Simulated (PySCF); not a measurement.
**Geometry relaxation of Si2H4O2 (part 2 of 3)**

Continued. System: Si2H4O2. Method: CAM-B3LYP/ma-def2-SVP, RKS, dispersion D3(BJ) (PySCF 2.14.0). The atoms were displaced at random from an optimised geometry.

Geometry of the input (Å):
```
O  -0.8092  0.0164  0.9665
Si 0.0083  1.2325  0.0029
O  0.8118  -0.0469  -0.8938
Si -0.1114  -1.1977  0.0724
H  -1.0154  2.0929  -0.9201
H  0.9966  1.9536  0.8351
H  0.8878  -1.9287  0.8627
H  -1.0392  -1.8852  -0.8919
```

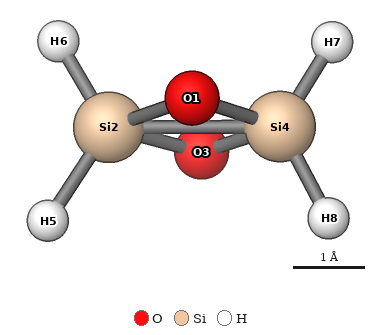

*The structure as given in the input (ball-and-stick view, seen at a tilt; atoms are numbered from 1 in the order of the input).*

Output, continued:
```
--------------- DFRKS_Scanner gradients ---------------
         x                y                z
0 O     0.0000632598     0.0000498078    -0.0000172089
1 Si    -0.0001173250     0.0000369225     0.0001356452
2 O     0.0000121948     0.0000147790    -0.0000048439
3 Si    -0.0000048923    -0.0001262860    -0.0001061276
4 H     0.0000052149    -0.0000621776    -0.0000267998
5 H     0.0000547676    -0.0000286199    -0.0000427753
6 H     0.0000347138     0.0000522038     0.0000279447
7 H    -0.0000466596     0.0000629361     0.0000334390
----------------------------------------------
cycle 9: E = -731.632245121  dE = -8.10231e-07  norm(grad) = 0.000300266
Step    8 : Displace = 2.346e-03/3.702e-03 (rms/max) Trust = 3.000e-01 (=) Grad = 1.062e-04/1.831e-04 (rms/max) E (change) = -731.6322451206 (-8.102e-07) Quality = 0.878
Hessian Eigenvalues: 5.69963e-03 2.50205e-02 3.83893e-02 ... 2.72842e-01 2.87513e-01 3.71094e-01

Geometry optimization cycle 10
Cartesian coordinates (Angstrom)
 Atom        New coordinates             dX        dY        dZ
   O  -0.829883   0.055774   0.889024   -0.002255 -0.000079 -0.001859
  Si  -0.005118   1.246139   0.000650   -0.000578  0.000154 -0.000213
   O   0.757330   0.006993  -0.876994    0.000108  0.000382  0.000226
  Si  -0.066658  -1.183497   0.011995    0.000167  0.000146 -0.000096
   H  -0.897917   2.098259  -0.824771    0.001069  0.001995 -0.000153
   H   0.931717   2.057485   0.818369   -0.001372 -0.001563  0.002461
   H   0.826996  -2.034376   0.837802   -0.000361  0.000884  0.001219
   H  -1.003104  -1.996298  -0.804680    0.002154 -0.001464 -0.000882
converged SCF energy = -731.632245328445
--------------- DFRKS_Scanner gradients ---------------
         x                y                z
0 O    -0.0000020533     0.0000599284     0.0000080241
1 Si    -0.0000725635     0.0000204969     0.0000220265
2 O    -0.0000426564     0.0000031130    -0.0000010400
3 Si     0.0001132472    -0.0000679165    -0.0000506903
4 H    -0.0000068190    -0.0000206110    -0.0000059445
5 H     0.0000477658    -0.0000479312    -0.0000073975
6 H     0.0000105469     0.0000187868     0.0000054823
7 H    -0.0000485002     0.0000346059     0.0000299996
----------------------------------------------
cycle 10: E = -731.632245328  dE = -2.07879e-07  norm(grad) = 0.000204334
Step    9 : Displace = 1.406e-03/2.067e-03 (rms/max) Trust = 3.000e-01 (=) Grad = 7.224e-05/1.414e-04 (rms/max) E (change) = -731.6322453284 (-2.079e-07) Quality = 0.461
Hessian Eigenvalues: 4.93561e-03 2.02187e-02 3.79490e-02 ... 2.74079e-01 2.85367e-01 3.74361e-01

Geometry optimization cycle 11
Cartesian coordinates (Angstrom)
 Atom        New coordinates             dX        dY        dZ
   O  -0.831755   0.055561   0.887423   -0.001872 -0.000213 -0.001601
  Si  -0.005430   1.246241   0.000650   -0.000312  0.000102 -0.000000
   O   0.758088   0.007315  -0.876260    0.000758  0.000322  0.000734
  Si  -0.066569  -1.183422   0.011844    0.000088  0.000075 -0.000151
   H  -0.896868   2.099534  -0.825087    0.001049  0.001275 -0.000315
   H   0.930005   2.056946   0.820637   -0.001712 -0.000539  0.002268
   H   0.826246  -2.034095   0.838771   -0.000750  0.000281  0.000970
   H  -1.000902  -1.997367  -0.806193    0.002201 -0.001069 -0.001512
converged SCF energy = -731.632245302636
--------------- DFRKS_Scanner gradients ---------------
         x                y                z
0 O    -0.0000376779     0.0000398072     0.0000261372
1 Si    -0.0000176814     0.0000096925    -0.0000547558
2 O    -0.0000601560    -0.0000148123    -0.0000126198
3 Si     0.0001362429     0.0000009806     0.0000091507
4 H    -0.0000148575     0.0000178940     0.0000168910
5 H     0.0000292721    -0.0000390000     0.0000097343
6 H    -0.0000033151    -0.0000119962    -0.0000182534
7 H    -0.0000341751    -0.0000016243     0.0000247091
----------------------------------------------
cycle 11: E = -731.632245303  dE = 2.5809e-08  norm(grad) = 0.000187895
Step   10 : Displace = 8.037e-04/1.353e-03 (rms/max) Trust = 3.000e-01 (=) Grad = 6.643e-05/1.366e-04 (rms/max) E (change) = -731.6322453026 (+2.581e-08) Quality = -0.089
Hessian Eigenvalues: 3.66478e-03 1.38616e-02 3.46775e-02 ... 2.73405e-01 2.90271e-01 3.72022e-01

Geometry optimization cycle 12
Cartesian coordinates (Angstrom)
 Atom        New coordinates             dX        dY        dZ
   O  -0.833423   0.055172   0.885934   -0.001668 -0.000389 -0.001489
  Si  -0.005573   1.246289   0.000919   -0.000143  0.000048  0.000269
   O   0.759503   0.007682  -0.874976    0.001415  0.000366  0.001284
  Si  -0.066502  -1.183403   0.011567    0.000067  0.000018 -0.000277
   H  -0.895793   2.100051  -0.825682    0.001075  0.000517 -0.000596
   H   0.927945   2.057141   0.822952   -0.002060  0.000195  0.002316
   H   0.825158  -2.034185   0.839647   -0.001088 -0.000090  0.000876
   H  -0.998603  -1.997983  -0.808427    0.002299 -0.000616 -0.002235
converged SCF energy = -731.632245251895
--------------- DFRKS_Scanner gradients ---------------
         x                y                z
0 O    -0.0000407023    -0.0000019541     0.0000294105
1 Si     0.0000372087     0.0000001167    -0.0000909008
2 O    -0.0000527125    -0.0000209092    -0.0000278466
3 Si     0.0000811059     0.0000634960     0.0000612405
4 H    -0.0000187699     0.0000418856     0.0000344106
5 H     0.0000090237    -0.0000151139     0.0000110206
6 H    -0.0000059204    -0.0000313239    -0.0000358077
7 H    -0.0000119730    -0.0000352252     0.0000194878
----------------------------------------------
cycle 12: E = -731.632245252  dE = 5.07408e-08  norm(grad) = 0.000195727
Step   11 : Displace = 3.719e-04/7.036e-04 (rms/max) Trust = 4.018e-04 (-) Grad = 6.920e-05/1.198e-04 (rms/max) E (change) = -731.6322452519 (+5.074e-08) Quality = -0.141
Poor-quality step dominated by net translation/rotation detected; will project out net forces and torques past this point.
Hessian Eigenvalues: 2.18434e-03 8.85491e-03 2.97899e-02 ... 2.73404e-01 2.96539e-01 3.69645e-01

Geometry optimization cycle 13
Cartesian coordinates (Angstrom)
 Atom        New coordinates             dX        dY        dZ
   O  -0.833680   0.055006   0.885663   -0.000257 -0.000165 -0.000272
  Si  -0.005547   1.246263   0.001128    0.000026 -0.000026  0.000209
   O   0.759972   0.007784  -0.874572    0.000469  0.000102  0.000404
  Si  -0.066501  -1.183434   0.011426    0.000001 -0.000031 -0.000141
   H  -0.895571   2.099782  -0.825906    0.000221 -0.000269 -0.000224
   H   0.927496   2.057381   0.823423   -0.000449  0.000239  0.000471
   H   0.824901  -2.034192   0.839824   -0.000256 -0.000007  0.000177
   H  -0.998218  -1.997877  -0.809103    0.000385  0.000106 -0.000675
converged SCF energy = -731.632245320754
--------------- DFRKS_Scanner gradients ---------------
         x                y                z
0 O    -0.0000230412    -0.0000154100     0.0000098027
1 Si     0.0000408306     0.0000038607    -0.0000612582
2 O    -0.0000431994    -0.0000126953    -0.0000365826
3 Si     0.0000359482     0.0000560359     0.0000626954
4 H    -0.0000151251     0.0000309517     0.0000330549
5 H     0.0000070363    -0.0000078659     0.0000024228
6 H     0.0000021280    -0.0000232194    -0.0000301975
7 H    -0.0000071068    -0.0000307668     0.0000209514
----------------------------------------------
cycle 13: E = -731.632245321  dE = -6.88589e-08  norm(grad) = 0.000152696
Step   12 : Displace = 1.721e-04/2.746e-04 (rms/max) Trust = 1.859e-04 (-) Grad = 5.294e-05/8.848e-05 (rms/max) E (change) = -731.6322453208 (-6.886e-08) Quality = 0.385
Hessian Eigenvalues: 3.24345e-03 1.55415e-02 3.48622e-02 ... 2.73001e-01 2.80167e-01 3.70234e-01

Geometry optimization cycle 14
Cartesian coordinates (Angstrom)
 Atom        New coordinates             dX        dY        dZ
   O  -0.833531   0.054972   0.885763    0.000149 -0.000034  0.000100
  Si  -0.005491   1.246223   0.001241    0.000056 -0.000040  0.000113
   O   0.759988   0.007782  -0.874564    0.000016 -0.000001  0.000009
  Si  -0.066546  -1.183463   0.011383   -0.000045 -0.000029 -0.000043
   H  -0.895596   2.099431  -0.825982   -0.000024 -0.000351 -0.000076
   H   0.927514   2.057494   0.823412    0.000018  0.000113 -0.000011
   H   0.824903  -2.034106   0.839864    0.000002  0.000086  0.000039
   H  -0.998346  -1.997639  -0.809258   -0.000128  0.000238 -0.000155
converged SCF energy = -731.632245395362
--------------- DFRKS_Scanner gradients ---------------
         x                y                z
0 O     0.0000020573    -0.0000098322    -0.0000124569
1 Si     0.0000320688     0.0000042995    -0.0000263605
2 O    -0.0000429145    -0.0000030479    -0.0000470393
3 Si     0.0000017689     0.0000296552     0.0000589729
4 H    -0.0000100781     0.0000125135     0.0000285514
5 H     0.0000071589    -0.0000078347    -0.0000011412
6 H     0.0000112720    -0.0000098606    -0.0000194076
7 H    -0.0000036757    -0.0000150995     0.0000197259
----------------------------------------------
cycle 14: E = -731.632245395  dE = -7.46076e-08  norm(grad) = 0.000113317
Step   13 : Displace = 1.948e-04/3.628e-04 (rms/max) Trust = 1.859e-04 (=) Grad = 3.745e-05/6.734e-05 (rms/max) E (change) = -731.6322453954 (-7.461e-08) Quality = 0.910
Hessian Eigenvalues: 5.51982e-03 1.70589e-02 2.99670e-02 ... 2.73735e-01 2.83846e-01 3.75964e-01

Geometry optimization cycle 15
Cartesian coordinates (Angstrom)
 Atom        New coordinates             dX        dY        dZ
   O  -0.833302   0.054928   0.885984    0.000229 -0.000044  0.000221
  Si  -0.005428   1.246185   0.001354    0.000063 -0.000037  0.000113
   O   0.760066   0.007783  -0.874486    0.000078  0.000000  0.000077
  Si  -0.066548  -1.183488   0.011351   -0.000002 -0.000025 -0.000032
   H  -0.895634   2.099047  -0.826132   -0.000038 -0.000384 -0.000149
   H   0.927451   2.057746   0.823378   -0.000063  0.000252 -0.000034
   H   0.824803  -2.034194   0.839865   -0.000100 -0.000088  0.000001
   H  -0.998439  -1.997342  -0.809498   -0.000093  0.000296 -0.000240
converged SCF energy = -731.632245468928
--------------- DFRKS_Scanner gradients ---------------
         x                y                z
0 O     0.0000139870    -0.0000067309    -0.0000084868
1 Si     0.0000352859    -0.0000015758    -0.0000043623
2 O    -0.0000464347     0.0000027134    -0.0000521319
3 Si    -0.0000107474     0.0000131312     0.0000490208
4 H    -0.0000097980     0.0000046603     0.0000178132
5 H     0.0000062309    -0.0000044696    -0.0000029209
6 H     0.0000132328     0.0000007425    -0.0000115397
7 H    -0.0000037309    -0.0000077699     0.0000133003
----------------------------------------------
cycle 15: E = -731.632245469  dE = -7.35664e-08  norm(grad) = 0.000101065
Step   14 : Displace = 2.607e-04/4.143e-04 (rms/max) Trust = 2.630e-04 (+) Grad = 2.963e-05/5.682e-05 (rms/max) E (change) = -731.6322454689 (-7.357e-08) Quality = 1.156
Hessian Eigenvalues: 5.61913e-03 1.60904e-02 2.33118e-02 ... 2.73710e-01 2.84803e-01 3.69314e-01

Geometry optimization cycle 16
Cartesian coordinates (Angstrom)
 Atom        New coordinates             dX        dY        dZ
   O  -0.832964   0.054884   0.886310    0.000338 -0.000044  0.000326
  Si  -0.005367   1.246160   0.001453    0.000062 -0.000025  0.000099
   O   0.760222   0.007781  -0.874333    0.000156 -0.000002  0.000154
  Si  -0.066506  -1.183512   0.011336    0.000042 -0.000024 -0.000016
   H  -0.895699   2.098613  -0.826327   -0.000066 -0.000434 -0.000195
   H   0.927318   2.058144   0.823274   -0.000134  0.000399 -0.000104
   H   0.824611  -2.034500   0.839802   -0.000192 -0.000306 -0.000062
   H  -0.998520  -1.996959  -0.809775   -0.000080  0.000384 -0.000277
converged SCF energy = -731.632245538518
--------------- DFRKS_Scanner gradients ---------------
         x                y                z
0 O     0.0000214460    -0.0000043000     0.0000110130
1 Si     0.0000375687    -0.0000051426     0.0000010766
2 O    -0.0000532462     0.0000036904    -0.0000481614
3 Si    -0.0000117083     0.0000041224     0.0000285381
4 H    -0.0000070740     0.0000006395     0.0000095004
5 H     0.0000033043     0.0000000849    -0.0000045071
6 H     0.0000103990     0.0000050688    -0.0000053118
7 H    -0.0000020375    -0.0000036650     0.0000083382
----------------------------------------------
cycle 16: E = -731.632245539  dE = -6.95901e-08  norm(grad) = 9.2718e-05
Step   15 : Displace = 3.648e-04/4.841e-04 (rms/max) Trust = 3.719e-04 (+) Grad = 2.078e-05/3.644e-05 (rms/max) E (change) = -731.6322455385 (-6.959e-08) Quality = 1.194
Hessian Eigenvalues: 5.73338e-03 1.47411e-02 2.13844e-02 ... 2.75042e-01 2.84163e-01 3.63867e-01

Geometry optimization cycle 17
Cartesian coordinates (Angstrom)
 Atom        New coordinates             dX        dY        dZ
   O  -0.832461   0.054847   0.886753    0.000502 -0.000037  0.000444
  Si  -0.005295   1.246147   0.001524    0.000072 -0.000013  0.000071
   O   0.760517   0.007765  -0.874083    0.000295 -0.000016  0.000249
  Si  -0.066420  -1.183537   0.011360    0.000086 -0.000025  0.000024
   H  -0.895854   2.098075  -0.826563   -0.000155 -0.000537 -0.000237
   H   0.927147   2.058713   0.823040   -0.000170  0.000568 -0.000234
   H   0.824345  -2.035072   0.839634   -0.000265 -0.000572 -0.000168
   H  -0.998652  -1.996426  -0.810066   -0.000133  0.000533 -0.000291
converged SCF energy = -731.632245586431
--------------- DFRKS_Scanner gradients ---------------
         x                y                z
0 O     0.0000366535    -0.0000044386     0.0000340446
1 Si     0.0000248860    -0.0000012964    -0.0000025781
2 O    -0.0000476810     0.0000016545    -0.0000430970
3 Si    -0.0000168666    -0.0000012933     0.0000133646
4 H    -0.0000035698    -0.0000000674     0.0000033955
5 H     0.0000010238     0.0000045542    -0.0000059304
6 H     0.0000053756     0.0000030623    -0.0000021606
7 H    -0.0000001715    -0.0000020825     0.0000030769
----------------------------------------------
cycle 17: E = -731.632245586  dE = -4.79124e-08  norm(grad) = 8.88043e-05
Step   16 : Displace = 5.237e-04/6.605e-04 (rms/max) Trust = 5.259e-04 (+) Grad = 1.048e-05/2.065e-05 (rms/max) E (change) = -731.6322455864 (-4.791e-08) Quality = 1.226
Hessian Eigenvalues: 6.08264e-03 1.42540e-02 2.10470e-02 ... 2.74484e-01 2.84439e-01 3.62835e-01

Geometry optimization cycle 18
Cartesian coordinates (Angstrom)
 Atom        New coordinates             dX        dY        dZ
   O  -0.832321   0.054852   0.886869    0.000141  0.000005  0.000116
  Si  -0.005298   1.246146   0.001523   -0.000003 -0.000001 -0.000000
   O   0.760598   0.007764  -0.874022    0.000081 -0.000001  0.000061
  Si  -0.066379  -1.183534   0.011375    0.000042  0.000003  0.000015
   H  -0.895911   2.097940  -0.826642   -0.000057 -0.000135 -0.000079
   H   0.927094   2.058812   0.822996   -0.000053  0.000100 -0.000044
   H   0.824279  -2.035232   0.839597   -0.000067 -0.000160 -0.000038
   H  -0.998690  -1.996256  -0.810128   -0.000037  0.000170 -0.000062
converged SCF energy = -731.63224559325
--------------- DFRKS_Scanner gradients ---------------
         x                y                z
0 O     0.0000449666     0.0000011053     0.0000370638
1 Si     0.0000114137    -0.0000031165    -0.0000044685
2 O    -0.0000443351    -0.0000004266    -0.0000427098
3 Si    -0.0000157120    -0.0000002998     0.0000119068
4 H    -0.0000021206    -0.0000005301     0.0000023198
5 H     0.0000017299     0.0000023373    -0.0000041353
6 H     0.0000038045     0.0000014948    -0.0000016557
7 H     0.0000001954    -0.0000005579     0.0000016933
----------------------------------------------
cycle 18: E = -731.632245593  dE = -6.81939e-09  norm(grad) = 8.82831e-05
Step   17 : Displace = 1.383e-04/1.853e-04 (rms/max) Trust = 7.438e-04 (+) Grad = 5.746e-06/1.165e-05 (rms/max) E (change) = -731.6322455933 (-6.819e-09) Quality = 2.305
Hessian Eigenvalues: 5.12016e-03 1.60381e-02 2.07733e-02 ... 2.73668e-01 2.87600e-01 3.60972e-01

Geometry optimization cycle 19
Cartesian coordinates (Angstrom)
 Atom        New coordinates             dX        dY        dZ
   O  -0.832263   0.054855   0.886910    0.000057  0.000003  0.000041
  Si  -0.005301   1.246151   0.001515   -0.000003  0.000005 -0.000008
   O   0.760637   0.007762  -0.873996    0.000038 -0.000002  0.000025
  Si  -0.066350  -1.183532   0.011379    0.000029  0.000002  0.000004
   H  -0.895947   2.097901  -0.826662   -0.000035 -0.000039 -0.000019
   H   0.927095   2.058850   0.822949    0.000001  0.000038 -0.000047
   H   0.824267  -2.035311   0.839557   -0.000012 -0.000079 -0.000039
   H  -0.998734  -1.996197  -0.810104   -0.000044  0.000060  0.000024
converged SCF energy = -731.632245593844
--------------- DFRKS_Scanner gradients ---------------
         x                y                z
0 O     0.0000453079     0.0000019154     0.0000395384
1 Si     0.0000061941    -0.0000020878    -0.0000076544
2 O    -0.0000427783    -0.0000030315    -0.0000394073
3 Si    -0.0000099105     0.0000028691     0.0000083067
4 H    -0.0000020884     0.0000001814     0.0000025144
5 H     0.0000024373     0.0000012742    -0.0000038591
6 H     0.0000022948    -0.0000002102    -0.0000021413
7 H    -0.0000014292    -0.0000009584     0.0000026941
----------------------------------------------
cycle 19: E = -731.632245594  dE = -5.939e-10  norm(grad) = 8.5685e-05
Step   18 : Displace = 5.589e-05/8.562e-05 (rms/max) Trust = 1.052e-03 (+) Grad = 2.594e-06/5.749e-06 (rms/max) E (change) = -731.6322455938 (-5.939e-10) Quality = 0.881
Hessian Eigenvalues: 6.94231e-03 1.56797e-02 2.00093e-02 ... 2.73479e-01 2.88072e-01 3.56709e-01

Geometry optimization cycle 20
Cartesian coordinates (Angstrom)
 Atom        New coordinates             dX        dY        dZ
   O  -0.832272   0.054859   0.886900   -0.000009  0.000004 -0.000009
  Si  -0.005310   1.246154   0.001510   -0.000009  0.000003 -0.000005
   O   0.760627   0.007763  -0.874006   -0.000010  0.000001 -0.000009
  Si  -0.066342  -1.183531   0.011379    0.000008  0.000001 -0.000000
   H  -0.895948   2.097913  -0.826665   -0.000002  0.000012 -0.000003
   H   0.927100   2.058820   0.822960    0.000005 -0.000030  0.000010
   H   0.824280  -2.035298   0.839562    0.000013  0.000013  0.000005
   H  -0.998742  -1.996196  -0.810085   -0.000009  0.000001  0.000019
converged SCF energy = -731.632245593921
--------------- DFRKS_Scanner gradients ---------------
         x                y                z
0 O     0.0000444223     0.0000038396     0.0000392663
1 Si     0.0000055976     0.0000020658    -0.0000083748
2 O    -0.0000444685    -0.0000039629    -0.0000380994
3 Si    -0.0000051422    -0.0000014701     0.0000071055
4 H    -0.0000023486    -0.0000003792     0.0000024717
5 H     0.0000025633    -0.0000005538    -0.0000032306
6 H     0.0000017789     0.0000003833    -0.0000021737
7 H    -0.0000023923     0.0000000609     0.0000030266
----------------------------------------------
cycle 20: E = -731.632245594  dE = -7.66249e-11  norm(grad) = 8.49204e-05
```
